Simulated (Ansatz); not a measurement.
# [BCl2]+ (SMILES Cl[B+]Cl) at revPBE/STO-3G

Aim: the energy change on altering one bond length of [BCl2]+ at revPBE/STO-3G, from 2 runs. 

The calculation is run with Ansatz 0.2.0.

6 further runs of the same task are left out: 6 that didn't finish.

### Step 1. The molecule

[BCl2]+ has 3 atoms, charge +1, and is taken as a singlet. As SMILES, `Cl[B+]Cl`. The shape is that of a GFN2-xTB optimisation.

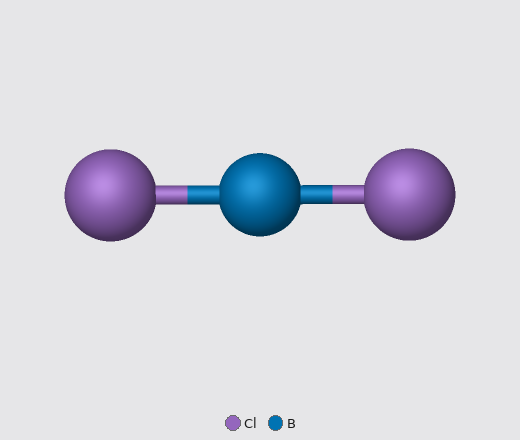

The structure, seen from a chosen angle (chlorine purple, boron blue).

### Step 2. The energy at revPBE/STO-3G

File molecule.yaml:

```yaml
crystal:
  periodic: [false, false, false]
  atoms:
    - {symbol: Cl, position_ang: [-1.238380, 0.766480, -0.591300]}
    - {symbol: B, position_ang: [0.000740, 0.001360, 0.000550]}
    - {symbol: Cl, position_ang: [1.237640, -0.767840, 0.590740]}
basis:
  gaussian:
    orbitals: STO-3G
total_charge: 1
hamiltonian:
  xc: {name: revPBE}
accuracy: high
```

Launch:

```bash
$ ansatz run molecule.yaml --threads 1 --pin off --max-ram 2610MiB --events-out events.jsonl --progress --plain --runs-dir runs
```

Log:

```text
Warning: RAYON_NUM_THREADS=1 ignored (pool sized by the plan → 1); use --threads N
Functional definition: revPBE
  name "revPBE"
  parameter kappa = 1.245
  parameter beta = 0.06672455060314922
  exchange = pbe_x(kappa = kappa, mu = beta*pi^2/3)
  correlation = pbe_c(beta = beta)
399 factors; integrals over basis functions are off by at most 2.4e-8 eV
mean field evaluation 1: about -25426.1475 eV, gradient 2.4e1 eV
mean field evaluation 2: about -25417.8353 eV, gradient 5.8e1 eV
mean field evaluation 4: about -25428.2279 eV, gradient 1.2e-1 eV
mean field evaluation 8: about -25428.1998 eV, gradient 3.7e-4 eV
mean field evaluation 16: about -25428.1998 eV, gradient 8.3e-8 eV
mean field -25428.19975750 eV, -934.4691052351 hartree, gradient 8.3e-8 eV, S^2 0.000000; 0 other end points of the search recorded, 0 dependent functions left out
reference -25428.19975932 eV, -934.4691053021 hartree; 19, 19 occupied and 4, 4 virtual orbitals, 399 factors
Total energy: -25428.19975932 eV, -934.4691053021 hartree
```

Run time: 0.8 s. Hardware: 1 thread of Arm Neoverse V2, shared host; peak memory 0.091 GiB.

### Step 3. The distorted shape

File input.yaml:

```yaml
crystal:
  periodic: [false, false, false]
  atoms:
    - symbol: Cl
      position_ang: [-1.548182, 0.957774, -0.739273]
    - symbol: B
      position_ang: [0.000740, 0.001360, 0.000550]
    - symbol: Cl
      position_ang: [1.237640, -0.767840, 0.590740]
basis:
  gaussian:
    orbitals: STO-3G
total_charge: 1
hamiltonian:
  xc: {name: revPBE}
accuracy: high
```

Launch:

```bash
$ ansatz run input.yaml --threads 1 --pin off --max-ram 2610MiB --events-out events.jsonl --progress --plain --runs-dir runs
```

Log, shortened:

```text
Warning: RAYON_NUM_THREADS=1 ignored (pool sized by the plan → 1); use --threads N
[... 6 set-up lines as earlier in the session ...]
392 factors; integrals over basis functions are off by at most 2.5e-8 eV
mean field evaluation 1: about -25423.2323 eV, gradient 3.0e1 eV
mean field evaluation 2: about -25322.1963 eV, gradient 1.6e2 eV
mean field evaluation 4: about -25427.3454 eV, gradient 5.1e0 eV
mean field evaluation 8: about -25427.4311 eV, gradient 1.5e-1 eV
mean field evaluation 16: about -25427.4313 eV, gradient 2.4e-6 eV
mean field -25427.43126011 eV, -934.4408634772 hartree, gradient 8.7e-8 eV, S^2 0.000000; 0 other end points of the search recorded, 0 dependent functions left out
reference -25427.43126200 eV, -934.4408635467 hartree; 19, 19 occupied and 4, 4 virtual orbitals, 392 factors
Total energy: -25427.43126200 eV, -934.4408635467 hartree
```

Run time: 0.9 s. Hardware: 1 thread of Arm Neoverse V2, shared host; peak memory 0.091 GiB.

### Step 4. Summary of results

At revPBE/STO-3G:

| quantity | value |
| --- | --- |
| first shape: total energy | -934.46911 Eh |
| distorted shape: total energy | -934.44086 Eh |
| energy change with the Cl1–B2 bond stretched from 1.572 to 1.965 Å | 0.768 eV |

What this shows: With the Cl1–B2 bond stretched from 1.572 to 1.965 Å the energy rises by 0.77 eV (74.1 kJ/mol). The first shape isn't relaxed at this level, so the change isn't measured from a minimum. The minimal basis adds a large error of its own.
